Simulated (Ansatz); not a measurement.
# Fields on a plane of PbTe (rock salt)

```
PbTe
1.0
    0.00000     3.22119     3.22119
    3.22119     0.00000     3.22119
    3.22119     3.22119     0.00000
Te Pb
1 1
Direct
  0.00000   0.00000   0.00000
  0.50000   0.50000   0.50000
```

The slice is a {100} plane (indices of the conventional cell) through the point (0.000, 0.000, 0.000) (fractional), spanned by u = [100] and v = [0 1 -1] in vectors of this cell: u (4.56 Å) and v (4.56 Å, at 90° to u). It covers one period; positions are fractions (u, v).

Atoms on it: Te at (0.00, 0.00); Pb at (0.50, 0.50).

These are PBEsol (plane waves to 420 eV, PAW, scalar-relativistic; Ansatz, a program for electronic structure) values and carry that method's errors. k mesh 9×9×9. These are valence fields of a PAW run, semicore shells included where kept as valence: close to a nucleus they are smooth pseudo fields. PbTe was relaxed with its symmetry unable to fall. Spin-orbit coupling is left out, though Pb and Te are heavy. The PAW data are Ansatz's earlier set.

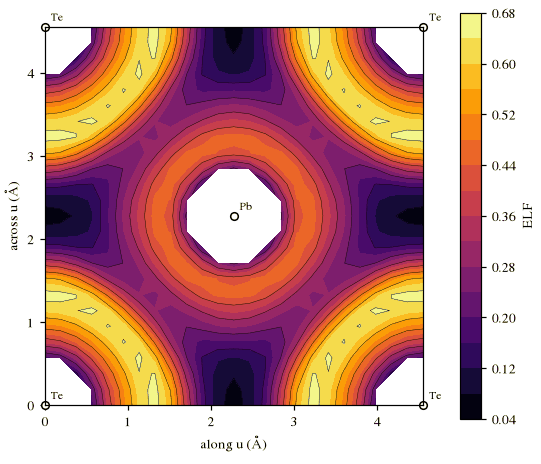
Electron localisation function (ELF), one period of the plane, atoms marked. Points within 0.5 Å of a nucleus are left white, as the pseudised field means little there.

| v \ u | 0.00 | 0.12 | 0.25 | 0.38 | 0.50 | 0.62 | 0.75 | 0.88 |
|---|---|---|---|---|---|---|---|---|
| 0.92 | 1.0 | 0.4 | -0.4 | -1.0 | -1.2 | -1.0 | -0.4 | 0.4 |
| 0.83 | 0.2 | -0.2 | -0.6 | -0.9 | -1.0 | -0.9 | -0.6 | -0.2 |
| 0.75 | -0.4 | -0.5 | -0.7 | -0.6 | -0.4 | -0.6 | -0.7 | -0.5 |
| 0.67 | -0.8 | -0.8 | -0.7 | -0.1 | 0.3 | -0.1 | -0.7 | -0.8 |
| 0.58 | -1.2 | -1.1 | -0.5 | 0.4 | 0.7 | 0.4 | -0.5 | -1.1 |
| 0.50 | -1.3 | -1.1 | -0.4 | 0.6 | 0.9 | 0.6 | -0.4 | -1.1 |
| 0.42 | -1.2 | -1.1 | -0.5 | 0.4 | 0.7 | 0.4 | -0.5 | -1.1 |
| 0.33 | -0.8 | -0.8 | -0.7 | -0.1 | 0.3 | -0.1 | -0.7 | -0.8 |
| 0.25 | -0.4 | -0.5 | -0.7 | -0.6 | -0.4 | -0.6 | -0.7 | -0.5 |
| 0.17 | 0.2 | -0.2 | -0.6 | -0.9 | -1.0 | -0.9 | -0.6 | -0.2 |
| 0.08 | 1.0 | 0.4 | -0.4 | -1.0 | -1.2 | -1.0 | -0.4 | 0.4 |
| 0.00 | 1.3 | 0.6 | -0.4 | -1.0 | -1.3 | -1.0 | -0.4 | 0.6 |

Values: log₁₀ of the valence density in e/Å³. The scale is logarithmic, as a density can span decades between atoms and voids.

| Quantity | Value |
|---|---|
| Density on the Te–Pb line (3.22 Å) at its density minimum, 1.7 Å from Te | 0.20 e/Å³ |
| ELF at that point | 0.3 |
| ELF maximum in the middle third of the Te–Pb line | 0.64, 1.3 Å from Te |
